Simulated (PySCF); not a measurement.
Consider C$_{7}$H$_{8}$O$_{3}$.

Input file:

```
{"job": {"kind": "nmr", "xc": "PBE", "basis": "pcSseg-1", "pop": false}, "charge": 0, "multiplicity": 1}
C      2.861839     2.231917     0.672672
O      1.801863     1.328779     0.874202
C      1.924495     0.126662     0.248385
C      0.990357    -0.813161     0.314348
C     -0.300265    -0.637380     1.066556
C     -1.435326    -0.818750     0.198180
C     -2.356146    -0.986597    -0.560602
C     -3.454049    -1.172900    -1.430747
O     -3.361790    -1.417919    -2.673810
O     -4.674621    -1.120749    -1.082577
H      2.619989     3.122277     1.250260
H      2.959633     2.501714    -0.384060
H      3.811836     1.817389     1.026381
H      2.843502    -0.033436    -0.304387
H      1.138143    -1.747531    -0.200810
H     -0.334228     0.366425     1.496182
H     -0.371124    -1.367504     1.880496
H     -4.664109    -1.379237    -2.390669
```

Command:

```sh
OMP_NUM_THREADS=1 python ens_run.py task.json out
```

Geometry: GFN2-xTB; at this geometry the atoms fall into two loosely joined parts.

Method: PySCF, PBE/pcSseg-1, SCF density, gas phase, non-relativistic.

Predict the electron density and electron localisation function between the atoms.

Answer. C–C (1.20 Å): ρ is about 2.7 e/Å³ halfway; the ELF peaks at about 0.85 between the atoms: a short, multiple covalent bond.
C–O (1.27 Å): ρ is about 2.9 e/Å³ halfway; the ELF peaks at about 0.85 between the atoms; a polar covalent bond.

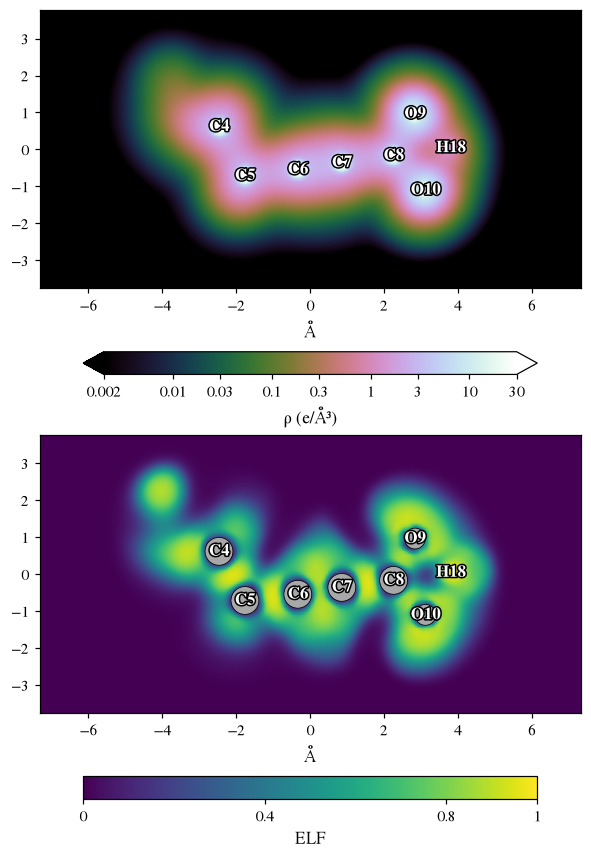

Computed electron density and electron localisation function on the plane of atoms C7, C8 and O10, in this order. Grey discs cover the atomic cores in the ELF map. 
